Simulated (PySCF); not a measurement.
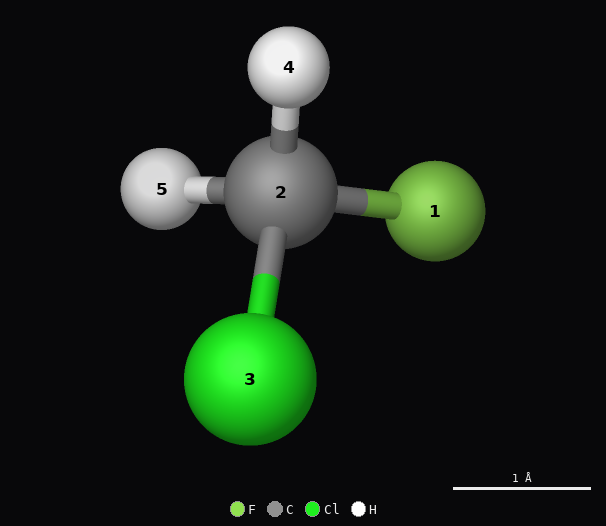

The atoms are numbered. Computed geometry: PBE0-D3(BJ)/def2-SVP optimisation. No frequency run is at hand to confirm it as a minimum.

List the bonds and their lengths.

```csv
bond,length (Å),order
F1–C2,1.345,single
C2–Cl3,1.773,single
C2–H4,1.100,single
C2–H5,1.100,single
```
